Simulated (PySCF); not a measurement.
SMILES C[Si](C)(C)[SiH2][SiH2][Si](Cl)(Cl)Cl (C₃H₁₃Cl₃Si₄) at its GFN2-xTB optimised geometry (Å):

```
23

C      1.5977    -0.6734     0.0000
Si    -0.3129    -0.6734     0.0000
C     -0.9162     1.1371     0.0000
C     -0.9224    -1.5157     1.6058
Si    -1.0816    -1.7929    -1.9139
Si     0.1946    -1.3921    -3.8239
Si     0.3334     0.8765    -4.3163
Cl     0.8243     1.3977    -6.2157
Cl    -1.4484     1.8024    -3.9270
Cl     1.6951     1.8128    -3.1151
H      1.9884    -0.1204    -0.8494
H      1.9989    -0.2129     0.8983
H      1.9964    -1.6824    -0.0535
H     -0.6117     1.6641     0.9002
H     -0.5115     1.6824    -0.8473
H     -1.9989     1.1952    -0.0620
H     -0.5870    -2.5473     1.6582
H     -2.0072    -1.5235     1.6577
H     -0.5561    -1.0075     2.4942
H     -1.1452    -3.2523    -1.7153
H     -2.4798    -1.4456    -2.2229
H      1.5816    -1.8620    -3.6726
H     -0.2472    -2.0516    -5.0629
```

Computed with PySCF with B3LYP/def2-SVP. Cells within 0.4 Å of a nucleus heavier than hydrogen are left out (blank, or x).

Map of the LUMO amplitude (bohr^(-3/2)) on the plane z = 0.0 Å; orbital energy -0.80 eV, overall sign arbitrary:

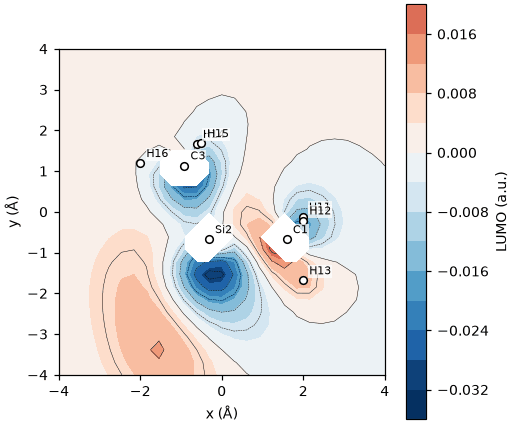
Figure. LUMO amplitude (bohr^(-3/2)) on the plane z = 0.0 Å.
